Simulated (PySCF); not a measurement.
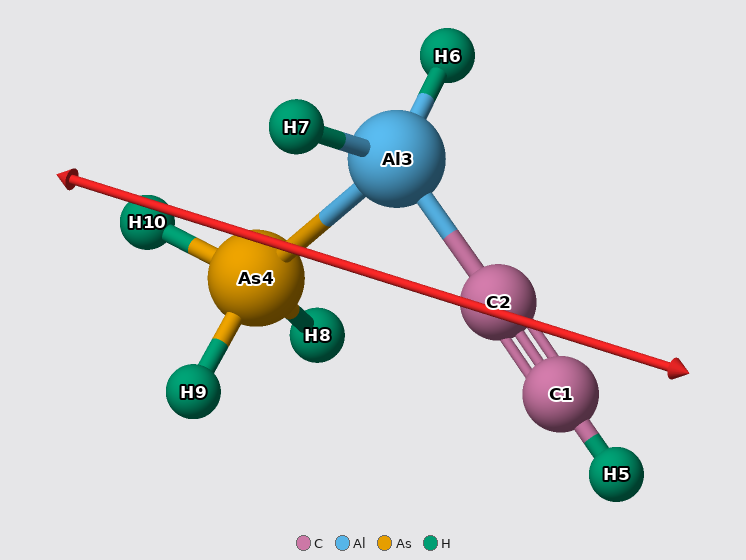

The double arrow shows the direction of the transition dipole to excited singlet state 6 (its length means nothing). The computed structure is the end point of a PBE0-D3(BJ)/def2-SVP optimisation. No frequency run is at hand to confirm it as a minimum. Method: TDDFT PBE/def2-SVPD, vertical, gas phase, core orbitals frozen in the response (PySCF 2.14.0).

**How is the transition polarised?**

Close to the long direction C1···As4.

**Give its energy, strength and character.**

5.54 eV (224 nm), oscillator strength 0.059, of mixed character, with the largest part HOMO−1 → LUMO+1 (weight 0.45); transition dipole 1.67 D.
